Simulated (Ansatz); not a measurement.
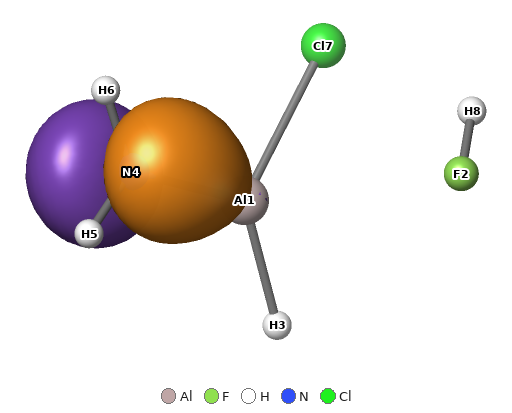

*AlClH₃N···HF. One frontier orbital at ±0.2 Å⁻³ᐟ² (orange and purple are the two phases), seen at a tilt.*

Not at a stationary point (largest force 0.7 eV/Å).

Theory: Ansatz 0.2.0, RKS BLYP/6-31G*.

```yaml
atoms:
  - { symbol: Al, position_ang: [-0.0768, 0.5106, -0.4455] }
  - { symbol: F, position_ang: [-0.1350, 0.0771, 2.3986] }
  - { symbol: H, position_ang: [1.2573, -0.3123, -0.6387] }
  - { symbol: N, position_ang: [-1.6671, 0.0295, -1.0885] }
  - { symbol: H, position_ang: [-1.8862, -0.8989, -1.4536] }
  - { symbol: H, position_ang: [-2.5145, 0.5940, -1.0188] }
  - { symbol: Cl, position_ang: [0.0408, 2.5594, 0.3837] }
  - { symbol: H, position_ang: [-0.0486, 1.0134, 2.4329] }
```

Which orbital is it: HOMO or LUMO?

Answer. The HOMO, at −5.92 eV. By Hirshfeld shares it lies mainly on N4 (about 70 %) and Al1 (about 15 %); largely a lone pair of N4.
